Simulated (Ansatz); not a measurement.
The relaxed structure here is a generated cell of CsPbCl3: the first start was made by placing the elements on the sites of a structure type, and the end was not matched to a known phase here, so it may be hypothetical. Known forms of CsPbCl3 include space group No. 221.

The end point of a relaxation of CsPbCl3. Space group R-3c (No. 167). Level of theory: PBE (plane waves to 420 eV, PAW, scalar-relativistic; Ansatz, a program for electronic structure).

Space group R-3c, hexagonal axes (No. 167); a = b = 8.599 Å, c = 22.435 Å, α = β = 90.00°, γ = 120.00°

| atom | site | symmetry | x | y | z |
|---|---|---|---|---|---|
| Pb | 6a | 32 | 0.0000 | 0.0000 | 0.2500 |
| Cs | 6b | -3. | 0.0000 | 0.0000 | 0.0000 |
| Cl | 18e | .2 | 0.3162 | 0.3162 | 0.7500 |
(The calculation used a cell of 10 atoms; values per cell refer to that cell.)

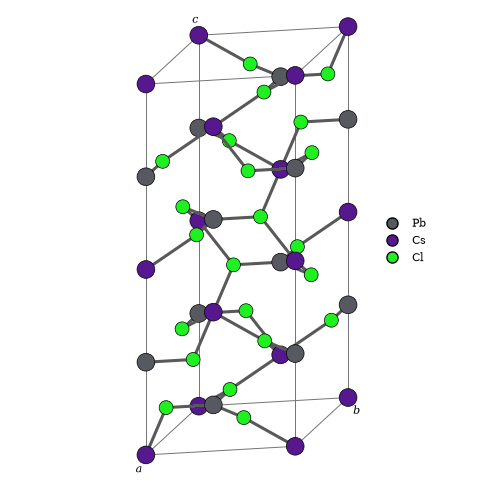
Figure. The conventional cell of the relaxed structure

```yaml
volume_per_atom: 47.89 Å³
density: 3.10 g/cm³
band_gap: 2.51 eV, direct at Γ (no spin-orbit coupling)
shortest_distances: Cl–Pb 2.72 Å; Cl–Cs 3.49 Å
k-mesh: 5×5×5
```

Band energies at high-symmetry points (eV from the VBM; labels of this space group; no spin-orbit coupling), from −5 eV up to 6.5 eV:

```json
[
 {"point": "Γ", "energies": "-2.10 -2.10 -1.96 -1.96 -1.58 -1.12 -1.12 -1.10 -1.02 -1.02 -0.92 -0.87 -0.87 -0.77 -0.77 -0.77 -0.17 0.00 2.51 2.95 4.76 4.76 4.93 4.93 5.26"},
 {"point": "T", "energies": "-2.03 -2.03 -2.03 -2.03 -1.27 -1.27 -1.03 -1.03 -1.03 -1.03 -0.95 -0.95 -0.88 -0.88 -0.88 -0.88 -0.05 -0.05 2.67 2.67 4.84 4.84 4.84 4.84"},
 {"point": "H2", "energies": "-2.04 -2.04 -1.96 -1.96 -1.28 -1.28 -1.14 -1.14 -1.00 -1.00 -0.96 -0.96 -0.86 -0.86 -0.80 -0.80 -0.08 -0.08 2.68 2.68 4.45 4.45 4.79 4.79"},
 {"point": "H0", "energies": "-2.04 -2.04 -1.96 -1.96 -1.28 -1.28 -1.14 -1.14 -1.00 -1.00 -0.96 -0.96 -0.86 -0.86 -0.80 -0.80 -0.08 -0.08 2.68 2.68 4.45 4.45 4.79 4.79"},
 {"point": "L", "energies": "-2.04 -2.04 -1.98 -1.98 -1.29 -1.29 -1.07 -1.07 -1.00 -1.00 -0.95 -0.95 -0.93 -0.93 -0.78 -0.78 -0.08 -0.08 2.69 2.69 4.47 4.47 4.77 4.77 6.46 6.46"},
 {"point": "S0", "energies": "-2.05 -2.03 -1.97 -1.96 -1.28 -1.26 -1.17 -1.14 -1.04 -1.02 -0.93 -0.93 -0.86 -0.86 -0.81 -0.78 -0.10 -0.07 2.64 2.72 4.44 4.45 4.74 4.79 6.48"},
 {"point": "S2", "energies": "-2.05 -2.03 -1.97 -1.96 -1.28 -1.26 -1.17 -1.14 -1.04 -1.02 -0.93 -0.93 -0.86 -0.86 -0.81 -0.78 -0.10 -0.07 2.64 2.72 4.44 4.45 4.74 4.79 6.48"},
 {"point": "F", "energies": "-2.10 -1.99 -1.97 -1.95 -1.31 -1.29 -1.19 -1.15 -1.01 -1.01 -0.93 -0.92 -0.85 -0.84 -0.81 -0.78 -0.12 -0.04 2.58 2.77 4.33 4.56 4.82 4.82 6.49"}
]
```

No spin polarisation in the result. Spin-orbit coupling is missing; with elements this heavy it can move band edges by tenths of an eV or more.

The run could not lose the symmetry of its start, so the end can be a saddle point.
